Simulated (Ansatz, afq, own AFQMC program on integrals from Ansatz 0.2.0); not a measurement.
# SiH3O (doublet): quantum Monte Carlo beside coupled cluster at scale of all distances = 1.119, cc-pVDZ

Aim: compute SiH3O (doublet) with auxiliary-field quantum Monte Carlo on the same integrals as coupled cluster, and set the energies side by side.

Program: Ansatz 0.2.0, Gaussian basis, and an in-house AFQMC program (afq) on its integrals; all values are calculated. Level of theory: cc-pVDZ, frozen cores. These are calculated values, not measurements.

The runs, in order: PBE (unrestricted); r2SCAN (unrestricted); PBE0 (unrestricted); B3LYP (unrestricted); wB97M-V (unrestricted); B2PLYP (unrestricted); CCSD(T) on UHF; Phaseless AFQMC, CISD trial on UHF.

3 further runs of the same task are left out: 1 for a known fault of the program, 2 that didn't finish. Runs told in other sessions of the task aren't counted.

### 1 The geometry

The geometry derives from a PBE0/def2-TZVP stationary point (not a proven minimum). All distances are scaled together.

5 atoms, charge 0, spin multiplicity 2.

Atoms are counted from 1 here; the program's logs count them from 0.

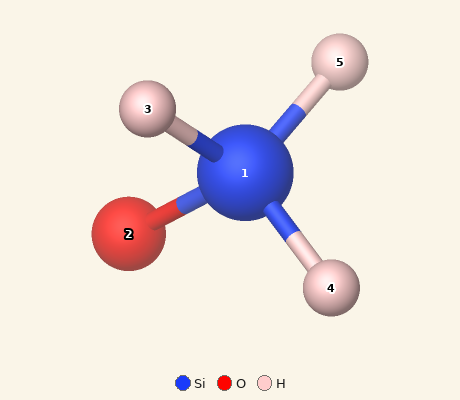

The geometry (silicon blue, oxygen red, hydrogen pink); atoms are numbered from 1 in the order of the file.

### 2 PBE (unrestricted)

in.yaml reads:

```yaml
crystal:
  periodic: [false, false, false]
  atoms:
    - {symbol: Si, position_ang: [0.004536, 0.000000, 0.596124]}
    - {symbol: O, position_ang: [-0.024577, 0.000002, -1.258153]}
    - {symbol: H, position_ang: [1.651937, -0.000127, 0.876328]}
    - {symbol: H, position_ang: [-0.693990, 1.362886, 1.242118]}
    - {symbol: H, position_ang: [-0.694200, -1.362779, 1.242118]}
basis:
  gaussian: {orbitals: cc-pVDZ}
magnetization: {spin_polarized: true, initial_magnetization: 1}
hamiltonian: {xc: {name: PBE}}
output: {orbitals: {seedname: orbitals}}
```

Launch:

```console
> ansatz run in.yaml --threads 1 --pin off --events-out ev --progress --plain --max-ram 1382MiB
```

Output:

```text
Functional definition: PBE
  name "PBE"
  cite "Perdew, Burke & Ernzerhof, Phys. Rev. Lett. 77, 3865 (1996) doi:10.1103/PhysRevLett.77.3865"
  parent pbe
  parameter kappa = 0.804
  parameter beta = 0.06672455060314922
  exchange = pbe_x(kappa = kappa, mu = beta*pi^2/3)
  correlation = pbe_c(beta = beta)
547 factors; their error is unknown
mean field evaluation 1: about -9959.1488 eV, gradient 3.5e1 eV
mean field evaluation 2: about -9823.2962 eV, gradient 1.2e2 eV
mean field evaluation 4: about -9963.8770 eV, gradient 8.7e0 eV
mean field evaluation 8: about -9964.4633 eV, gradient 1.7e-1 eV
mean field evaluation 16: about -9964.4456 eV, gradient 2.6e-4 eV
mean field evaluation 32: about -9964.3155 eV, gradient 5.7e-3 eV
mean field -9964.44563323 eV, -366.1866228773 hartree, gradient 4.8e-6 eV, S^2 0.753762; 4 other end points of the search recorded, 0 dependent functions left out
reference -9964.44566169 eV, -366.1866239231 hartree; 13, 12 occupied and 34, 35 virtual orbitals, 547 factors
Total energy: -9964.44566169 eV, -366.1866239231 hartree
```

Wall time 4.3 s (1 thread of Intel Xeon Platinum 8259CL at 2.50GHz (Skylake/Cascade Lake), shared host).

From the report: ⟨S²⟩ of the determinant 0.754 (pure doublet: 0.75).

### 3 r2SCAN (unrestricted)

in.yaml: that of step 2 with these lines changed.

```diff
@@ -11,3 +11,2 @@
 magnetization: {spin_polarized: true, initial_magnetization: 1}
-hamiltonian: {xc: {name: PBE}}
-output: {orbitals: {seedname: orbitals}}
+hamiltonian: {xc: {name: r2SCAN}}
```

Same command.

Output:

```text
Functional definition: r2SCAN
  name "r2SCAN"
  cite "Furness, Kaplan, Ning, Perdew & Sun, J. Phys. Chem. Lett. 11, 8208 (2020) doi:10.1021/acs.jpclett.0c02405"
  cite "Furness, Kaplan, Ning, Perdew & Sun, J. Phys. Chem. Lett. 11, 9248 (2020) doi:10.1021/acs.jpclett.0c03077"
  parent r2scan
  parameter k0 = 0.174
  parameter k1 = 0.065
  parameter a1 = 4.9479
  exchange = r2scan_x(k0 = k0, k1 = k1, a1 = a1)
  correlation = r2scan_c
547 factors; their error is unknown
mean field evaluation 1: about -9963.5633 eV, gradient 3.4e1 eV
mean field evaluation 2: about -9838.4312 eV, gradient 1.2e2 eV
mean field evaluation 4: about -9968.9098 eV, gradient 4.7e0 eV
mean field evaluation 8: about -9969.0777 eV, gradient 1.2e-1 eV
mean field evaluation 16: about -9969.0588 eV, gradient 1.1e-4 eV
mean field evaluation 32: about -9968.9325 eV, gradient 5.5e-1 eV
mean field -9969.05884842 eV, -366.3561554087 hartree, gradient 2.4e-6 eV, S^2 0.756227; 4 other end points of the search recorded, 0 dependent functions left out
reference -9969.05885740 eV, -366.3561557387 hartree; 13, 12 occupied and 34, 35 virtual orbitals, 547 factors
Total energy: -9969.05885740 eV, -366.3561557387 hartree
```

Run time: 7.5 s. Hardware: 1 thread of Intel Xeon Platinum 8259CL at 2.50GHz (Skylake/Cascade Lake), shared host.

From the report: ⟨S²⟩ of the determinant 0.756 (pure doublet: 0.75).

### 4 PBE0 (unrestricted)

in.yaml: that of step 3 with these lines changed.

```diff
@@ -11,2 +11,3 @@
 magnetization: {spin_polarized: true, initial_magnetization: 1}
-hamiltonian: {xc: {name: r2SCAN}}
+hamiltonian: {xc: {name: PBE0}}
+output: {orbitals: {seedname: orbitals}}
```

Same command.

Output:

```text
Functional definition: PBE0
  name "PBE0"
  cite "Adamo & Barone, J. Chem. Phys. 110, 6158 (1999) doi:10.1063/1.478522"
  cite "Perdew, Burke & Ernzerhof, Phys. Rev. Lett. 77, 3865 (1996) doi:10.1103/PhysRevLett.77.3865"
  parent pbe
  parameter a = 0.25
  parameter kappa = 0.804
  parameter beta = 0.06672455060314922
  exchange = (1 - a)*pbe_x(kappa = kappa, mu = beta*pi^2/3) + a*exact_x
  correlation = pbe_c(beta = beta)
443 factors; integrals over basis functions are off by at most 1.4e-3 eV
mean field evaluation 1: about -9959.1531 eV, gradient 3.4e1 eV
mean field evaluation 2: about -9897.7428 eV, gradient 1.1e2 eV
mean field evaluation 4: about -9965.0476 eV, gradient 3.9e0 eV
mean field evaluation 8: about -9965.2063 eV, gradient 3.8e-1 eV
mean field evaluation 16: about -9965.2075 eV, gradient 3.2e-3 eV
mean field evaluation 32: about -9965.1932 eV, gradient 1.5e0 eV
mean field -9965.20746004 eV, -366.2146194961 hartree, gradient 7.1e-6 eV, S^2 0.754529; 1 other end points of the search recorded, 0 dependent functions left out
reference -9965.20748134 eV, -366.2146202789 hartree; 13, 12 occupied and 34, 35 virtual orbitals, 443 factors
Total energy: -9965.20748134 eV, -366.2146202789 hartree
```

Run time: 2.6 s. Hardware: 1 thread of Intel Xeon Platinum 8259CL at 2.50GHz (Skylake/Cascade Lake), shared host.

From the report: ⟨S²⟩ of the determinant 0.755 (pure doublet: 0.75).

### 5 B3LYP (unrestricted)

in.yaml: that of step 4 with these lines changed.

```diff
@@ -11,3 +11,2 @@
 magnetization: {spin_polarized: true, initial_magnetization: 1}
-hamiltonian: {xc: {name: PBE0}}
-output: {orbitals: {seedname: orbitals}}
+hamiltonian: {xc: {name: B3LYP}}
```

Launched as before.

Output:

```text
Functional definition: B3LYP
  name "B3LYP"
  cite "Stephens, Devlin, Chabalowski & Frisch, J. Phys. Chem. 98, 11623 (1994) doi:10.1021/j100096a001"
  cite "Becke, Phys. Rev. A 38, 3098 (1988) doi:10.1103/PhysRevA.38.3098"
  cite "Lee, Yang & Parr, Phys. Rev. B 37, 785 (1988) doi:10.1103/PhysRevB.37.785"
  cite "Vosko, Wilk & Nusair, Can. J. Phys. 58, 1200 (1980) doi:10.1139/p80-159"
  parameter a0 = 0.2
  parameter ax = 0.72
  parameter ac = 0.81
  exchange = (1 - a0 - ax)*slater_x + ax*b88_x + a0*exact_x
  correlation = (1 - ac)*vwn_rpa_c + ac*lyp_c
443 factors; integrals over basis functions are off by at most 1.4e-3 eV
mean field evaluation 1: about -9964.7936 eV, gradient 3.7e1 eV
mean field evaluation 2: about -9846.7306 eV, gradient 1.2e2 eV
mean field evaluation 4: about -9971.2856 eV, gradient 4.0e0 eV
mean field evaluation 8: about -9971.4618 eV, gradient 6.1e-1 eV
mean field evaluation 16: about -9971.4648 eV, gradient 1.1e-3 eV
mean field evaluation 32: about -9971.3598 eV, gradient 3.4e0 eV
mean field -9971.46483551 eV, -366.4445738033 hartree, gradient 4.2e-6 eV, S^2 0.754263; 1 other end points of the search recorded, 0 dependent functions left out
reference -9971.46503945 eV, -366.4445812979 hartree; 13, 12 occupied and 34, 35 virtual orbitals, 443 factors
Total energy: -9971.46503945 eV, -366.4445812979 hartree
```

It took 2.7 s on 1 thread of Intel Xeon Platinum 8259CL at 2.50GHz (Skylake/Cascade Lake), shared host.

From the report: ⟨S²⟩ of the determinant 0.754 (pure doublet: 0.75).

### 6 wB97M-V (unrestricted)

in.yaml: that of step 5 with these lines changed.

```diff
@@ -11,2 +11,3 @@
 magnetization: {spin_polarized: true, initial_magnetization: 1}
-hamiltonian: {xc: {name: B3LYP}}
+hamiltonian: {xc: {name: wB97M-V}}
+output: {orbitals: {seedname: orbitals}}
```

Launched as before.

Output:

```text
Functional definition: wB97M-V
  name "wB97M-V"
  cite "Mardirossian & Head-Gordon, J. Chem. Phys. 144, 214110 (2016) doi:10.1063/1.4952647"
  cite "Becke, J. Chem. Phys. 107, 8554 (1997) doi:10.1063/1.475007"
  cite "Vydrov & Van Voorhis, J. Chem. Phys. 133, 244103 (2010) doi:10.1063/1.3521275"
  # Of w^i u^j: cxij and so on, Table III.
  parameter omega = 0.3/bohr
  parameter cx = 0.15
  parameter cx01 = 1.007
  parameter cx10 = 0.259
  parameter css00 = 0.443
  parameter css04 = -1.437
  parameter css10 = -4.535
  parameter css20 = -3.390
  parameter css43 = 4.278
  parameter cos00 = 1.000
  parameter cos10 = 1.358
  parameter cos20 = 2.924
  parameter cos21 = -8.812
  parameter cos60 = -1.390
  parameter cos61 = 9.142
  parameter b = 6.0
  parameter c = 0.01
  gx(w, u) = 1 - cx + cx01*u + cx10*w
  gss(w, u) = css00 + css04*u^4 + css10*w + css20*w^2 + css43*w^4*u^3
  gos(w, u) = cos00 + cos10*w + (cos20 + cos21*u)*w^2 + (cos60 + cos61*u)*w^6
  exchange = spin_sum(e_x_unif_sr(omega)*gx(b97_w, b97_u_x)) + cx*exact_x_sr(omega) + exact_x_lr(omega)
  correlation = spin_sum(e_c_pw_mod_same_spin*gss(b97_w, b97_u_same))
      + integral(e_c_pw_mod_opposite_spin*gos(b97_w_opposite, b97_u_opposite)) + vv10(b, c)
443 factors; integrals over basis functions are off by at most 1.4e-3 eV
148 factors; integrals over basis functions are off by at most 8.1e-6 eV
mean field evaluation 1: about -9962.4848 eV, gradient 3.4e1 eV
mean field evaluation 2: about -9949.3846 eV, gradient 6.7e1 eV
mean field evaluation 4: about -9969.0625 eV, gradient 2.3e0 eV
mean field evaluation 8: about -9969.2428 eV, gradient 3.3e-1 eV
mean field evaluation 16: about -9969.2457 eV, gradient 1.0e-2 eV
mean field evaluation 32: about -9969.2052 eV, gradient 1.4e-1 eV
mean field -9969.24567532 eV, -366.3630211705 hartree, gradient 4.2e-6 eV, S^2 0.754300; 1 other end points of the search recorded, 0 dependent functions left out
reference -9969.24570863 eV, -366.3630223948 hartree; 13, 12 occupied and 34, 35 virtual orbitals, 443 factors
Total energy: -9969.24570863 eV, -366.3630223948 hartree
```

Wall time 9.5 s (1 thread of Intel Xeon Platinum 8259CL at 2.50GHz (Skylake/Cascade Lake), shared host).

From the report: ⟨S²⟩ of the determinant 0.754 (pure doublet: 0.75).

### 7 B2PLYP (unrestricted)

in.yaml: that of step 6 with these lines changed.

```diff
@@ -11,3 +11,3 @@
 magnetization: {spin_polarized: true, initial_magnetization: 1}
-hamiltonian: {xc: {name: wB97M-V}}
-output: {orbitals: {seedname: orbitals}}
+hamiltonian: {xc: {name: B2PLYP}}
+correlation: {electrons: outside_noble_gas}
```

Same command.

Output:

```text
Functional definition: B2PLYP
  name "B2PLYP"
  cite "Grimme, J. Chem. Phys. 124, 034108 (2006) doi:10.1063/1.2148954"
  cite "Becke, Phys. Rev. A 38, 3098 (1988) doi:10.1103/PhysRevA.38.3098"
  cite "Lee, Yang & Parr, Phys. Rev. B 37, 785 (1988) doi:10.1103/PhysRevB.37.785"
  parameter a = 0.53
  parameter c = 0.27
  exchange = (1 - a)*b88_x + a*exact_x
  correlation = (1 - c)*lyp_c + c*(mp2_os + mp2_ss)
443 factors; integrals over basis functions are off by at most 1.4e-3 eV
mean field evaluation 1: about -9956.2407 eV, gradient 3.3e1 eV
mean field evaluation 2: about -9956.2526 eV, gradient 3.3e1 eV
mean field evaluation 4: about -9962.6051 eV, gradient 7.2e0 eV
mean field evaluation 8: about -9963.1671 eV, gradient 5.8e-1 eV
mean field evaluation 16: about -9963.1750 eV, gradient 8.5e-3 eV
mean field evaluation 32: about -9963.1346 eV, gradient 1.3e-1 eV
mean field -9963.17504220 eV, -366.1399295182 hartree, gradient 6.8e-8 eV, S^2 0.755483; 2 other end points of the search recorded, 0 dependent functions left out
6 core orbitals not correlated: weight in the atoms' cores, before any rotation towards them, 1.000 or more for the frozen orbitals, at most 0.000 for the correlated occupied ones
reference -9963.17517232 eV, -366.1399343000 hartree; 7, 6 occupied and 34, 35 virtual orbitals, 443 factors
second order -8.43333770 eV of doubles, -0.00000000 eV of singles
Total energy: -9965.45217350 eV, -366.2236125500 hartree
```

Wall time 4.3 s (1 thread of Intel Xeon Platinum 8259CL at 2.50GHz (Skylake/Cascade Lake), shared host).

From the report: ⟨S²⟩ of the determinant 0.755 (pure doublet: 0.75).

### 8 CCSD(T) on UHF

in.yaml: that of step 7 with these lines changed.

```diff
@@ -11,3 +11,2 @@
 magnetization: {spin_polarized: true, initial_magnetization: 1}
-hamiltonian: {xc: {name: B2PLYP}}
-correlation: {electrons: outside_noble_gas}
+correlation: {method: ccsd_t, electrons: outside_noble_gas, hamiltonian_folder: ham}
```

Launched as before.

Output:

```text
Functional definition: HF
  name "HF"
  cite "Fock, Z. Phys. 61, 126 (1930) doi:10.1007/BF01340294"
  parent pbe
  exchange = exact_x
  correlation = 0
443 factors; integrals over basis functions are off by at most 1.4e-3 eV
mean field evaluation 1: about -9937.4094 eV, gradient 2.9e1 eV
mean field evaluation 2: about -9937.4293 eV, gradient 2.9e1 eV
mean field evaluation 4: about -9944.2758 eV, gradient 7.0e0 eV
mean field evaluation 8: about -9945.0601 eV, gradient 6.7e-1 eV
mean field evaluation 16: about -9945.0773 eV, gradient 1.6e-6 eV
mean field evaluation 32: about -9945.0773 eV, gradient 2.4e-2 eV
mean field evaluation 64: about -9943.7026 eV, gradient 8.0e0 eV
mean field evaluation 96: about -9934.0986 eV, gradient 1.7e1 eV
mean field evaluation 128: about -9942.8608 eV, gradient 4.4e-3 eV
mean field evaluation 160: about -9944.9947 eV, gradient 4.0e-2 eV
mean field evaluation 192: about -9937.9462 eV, gradient 6.6e0 eV
mean field evaluation 224: about -9938.2968 eV, gradient 1.1e1 eV
mean field evaluation 256: about -9944.3989 eV, gradient 5.2e0 eV
mean field -9945.07734521 eV, -365.4748514211 hartree, gradient 1.7e-6 eV, S^2 0.758880; 7 other end points of the search recorded, 0 dependent functions left out
determinant -9945.07734521 eV, -365.4748514211 hartree, with singles and doubles -9952.86792823 eV, -365.7611500662 hartree
determinant -9944.99472788 eV, -365.4718152901 hartree, with singles and doubles -9952.76596176 eV, -365.7574028675 hartree
determinant -9942.86078615 eV, -365.3933943780 hartree, with singles and doubles -9950.65543434 eV, -365.6798424154 hartree
determinant -9945.07734521 eV, -365.4748514211 hartree, with singles and doubles -9952.87061061 eV, -365.7612486420 hartree
determinant -9944.99472788 eV, -365.4718152901 hartree, with singles and doubles -9952.76829686 eV, -365.7574886810 hartree
6 core orbitals not correlated: weight in the atoms' cores, before any rotation towards them, 1.000 or more for the frozen orbitals, at most 0.000 for the correlated occupied ones
reference -9945.07734521 eV, -365.4748514211 hartree; 7, 6 occupied and 34, 35 virtual orbitals, 443 factors
second order -6.76249914 eV of doubles, -0.00000000 eV of singles
cycle   1  -7.79326406 eV  change    1.3e-6 eV  update   3.7e-6
perturbative correction -0.16924632 eV, -0.0062196874 hartree
Total energy: -9953.03985559 eV, -365.7674682802 hartree
```

Wall time 6.5 s (1 thread of Intel Xeon Platinum 8259CL at 2.50GHz (Skylake/Cascade Lake), shared host).

From the report: ⟨S²⟩ of the determinant 0.759 (pure doublet: 0.75); correlation -7.9625 eV; T1 0.018; largest double amplitude 0.04.

This run also writes the integrals to the folder ham.

### 9 Phaseless AFQMC, CISD trial on UHF

It reads the integrals that the CCSD(T) run on this determinant wrote.

Launch:

```console
> afq ham --method phaseless --trial cisd --walkers 60 --populations 1 --least-time 40 --time-step 0.005 --steps-per-block 50 --equilibration-blocks 28 --max-blocks 300 --target-error 0.00043 --factor-cut 1e-05 --start spin_pure --seed 1633 --release-times 0.24,0.51,0.99,1.62,2.4 --release-step 0.03 --release-every 4 --taylor-order 6
```

Output:

```text
orbitals 41  electrons 7 6  factors 304 of 443
reference energy -365.47485142 Eh
CCSD correlation -0.28639702 Eh in 16 cycles, weight of the determinant in the CISD state 0.8779
energy of the start -365.761041 Eh
 block  time / (1/Eh)  mean weight  energy / Eh
     1     0.250  0.9994  -365.756743
     2     0.500  0.9999  -365.758620
     3     0.750  0.9983  -365.760210
     4     1.000  0.9982  -365.763048
     5     1.250  0.9988  -365.761474
     6     1.500  0.9976  -365.761814
     7     1.750  1.0019  -365.766274
     8     2.000  1.0031  -365.764573
     9     2.250  0.9978  -365.762433
    10     2.500  1.0006  -365.761963
    15     3.750  1.0004  -365.766787
    22     5.500  1.0010  -365.768321
    29     7.250  1.0015  -365.771500
    36     9.000  1.0031  -365.763058
    43    10.750  1.0007  -365.773279
    50    12.500  1.0015  -365.767260
    57    14.250  1.0021  -365.766958
    64    16.000  1.0011  -365.767905
    71    17.750  0.9988  -365.764986
    78    19.500  1.0023  -365.767611
    85    21.250  0.9984  -365.770129
    92    23.000  0.9998  -365.764398
    99    24.750  0.9991  -365.772391
   106    26.500  0.9971  -365.772388
   113    28.250  0.9985  -365.767289
   120    30.000  1.0041  -365.765429
   127    31.750  1.0018  -365.774864
   134    33.500  1.0019  -365.770160
   141    35.250  0.9999  -365.765723
   148    37.000  1.0019  -365.764647
   155    38.750  0.9991  -365.768760
   162    40.500  1.0009  -365.767858
   169    42.250  0.9955  -365.774745
   176    44.000  1.0018  -365.763206
   183    45.750  1.0001  -365.766319
   190    47.500  1.0032  -365.771294
   197    49.250  1.0024  -365.768050
   204    51.000  0.9996  -365.778139
   211    52.750  1.0004  -365.761738
   218    54.500  0.9989  -365.768227
   225    56.250  1.0017  -365.763513
   232    58.000  0.9997  -365.770527
   239    59.750  0.9992  -365.769854
   246    61.500  1.0003  -365.767188
   253    63.250  1.0009  -365.770104
   260    65.000  0.9973  -365.764732
   267    66.750  0.9975  -365.761870
   274    68.500  0.9993  -365.766030
   281    70.250  1.0022  -365.765171
   288    72.000  1.0010  -365.762503
   295    73.750  1.0016  -365.766017
   302    75.500  0.9980  -365.770159
blocks merged  error / Eh  count
     1  0.000283  280
     2  0.000343  140
     4  0.000413  70
     8  0.000428  35
    16  0.000360  17
    32  0.000431  8
released: time / (1/Eh)  energy / Eh  error  mean overlap
  0.24  -365.768791  0.000463  1.0042
  0.51  -365.768573  0.000396  1.0022
  0.99  -365.769820  0.000575  0.9813
  1.62  -365.768996  0.000833  1.0102
  2.40  -365.767888  0.000913  1.0390
energy -365.768842 +/- 0.000428 Eh
```

It took 11 min on 1 thread of Intel Xeon Platinum 8259CL at 2.50GHz (Skylake/Cascade Lake), shared host.

Energy -9953.0772 ± 0.0116 eV. Caveats: constraint bias not in the error.

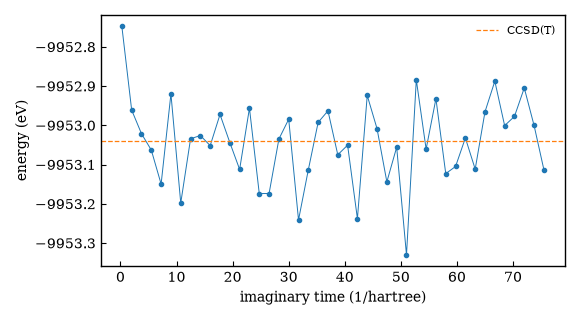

Block energies along the walk.

### 10 AFQMC on the ladder

On the UHF determinant, counted from CCSD(T) (a yardstick, not exact):

```csv
level,energy (eV),from CCSD(T) (meV),statistical error (meV),time
HF,-9945.0773,+7962.5,,
MP2,-9951.8398,+1200.0,,
CCSD,-9952.8706,+169.2,,
CCSD(T),-9953.0399,0.0,,
"Phaseless AFQMC, CISD trial, step 0.005, 60 walkers",-9953.0772,-37.4,11.6,11 min
```

The functionals' totals stand on their own zeros and serve differences with other points: PBE -9964.446 eV; r2SCAN -9969.059 eV; PBE0 -9965.207 eV; B3LYP -9971.465 eV; wB97M-V -9969.246 eV; B2PLYP -9965.452 eV.

### 11 What came out

| quantity | value |
| --- | --- |
| Phaseless AFQMC, CISD trial on UHF from CCSD(T) | -37.4 ± 11.6 meV |

**Reading.** On UHF the phaseless walk with the CISD trial lies -37.4 meV from CCSD(T), 3 times its error bar. Error bars are statistical and leave out the constraint, the time step and what remains of the start.
